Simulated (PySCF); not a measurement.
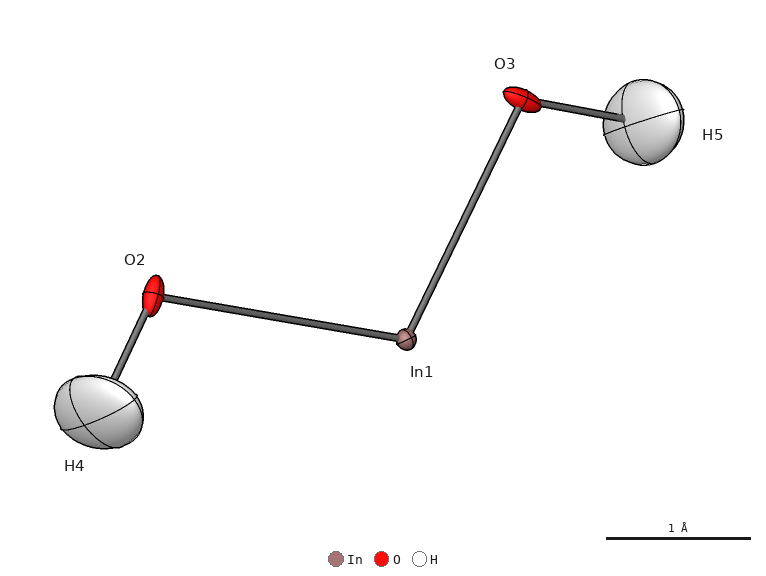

Displacement ellipsoids at the 50 % level, from the internal vibrations of the free molecule (harmonic, no overall translation or rotation; no half-axis is drawn under 0.075 Å). Charge 0, doublet. Vibrations computed with UKS-based PBE0, In def2-TZVP with ECP28, O def2-TZVP, H def2-TZVP; scalar-relativistic core potentials; density fitting (PySCF 2.14.0). Temperature: 298 K.

> Which atom moves most?

H4, H5, with U_eq = 0.0527 Å².

> Does H4 move more along its bond or across it?

Across it: the root-mean-square amplitude is 0.116 Å along the bond and up to 0.334 Å across, since bending and torsion are softer than stretching.

Give the displacement parameters, one line for each set of equivalent atoms.

| atom | U_eq (Å²) | rms amplitudes (Å) |
| --- | --- | --- |
| In1 | 0.00020 | 0.002, 0.007, 0.023 |
| O2, O3 | 0.0040 | 0.024, 0.043, 0.098 |
| H4, H5 | 0.0527 | 0.100, 0.190, 0.334 |
